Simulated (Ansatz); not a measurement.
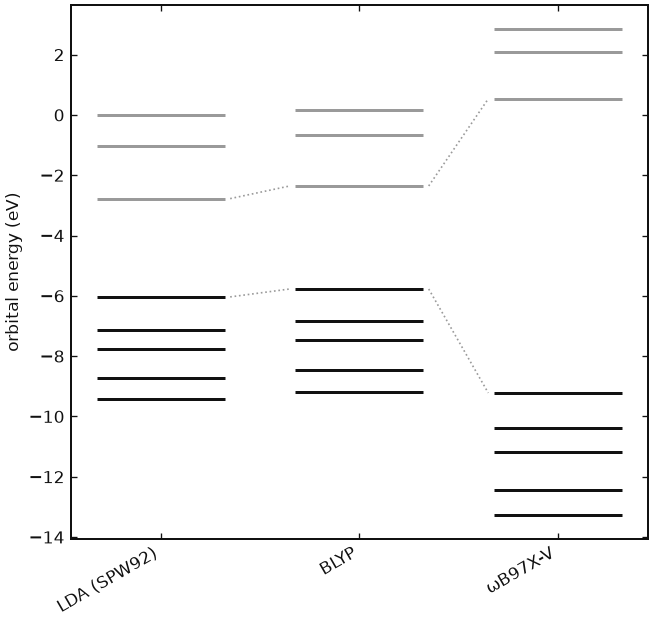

Frontier orbital energies of CH₅BSSi, SMILES C[Si@H]1BS1 at one geometry, def2-TZVPP, the Ansatz code 0.2.0, at a PBE0-D4/def2-TZVP geometry (a minimum by its frequencies). Empty levels are grey, levels within 0.1 eV stand side by side; all columns show the same few orbitals around the gap. Dotted lines join the HOMOs and the LUMOs.

**Compare the HOMO-LUMO separations.**

The separation grows from 3.26 eV (LDA (SPW92)) to 9.75 eV (ωB97X-V).

| level | HOMO (eV) | LUMO (eV) | separation (eV) |
| --- | --- | --- | --- |
| LDA (SPW92) | −6.04 | −2.78 | 3.26 |
| BLYP | −5.77 | −2.36 | 3.42 |
| ωB97X-V | −9.22 | 0.53 | 9.75 |

Limits of at least one run: empty levels above zero depend strongly on the basis.
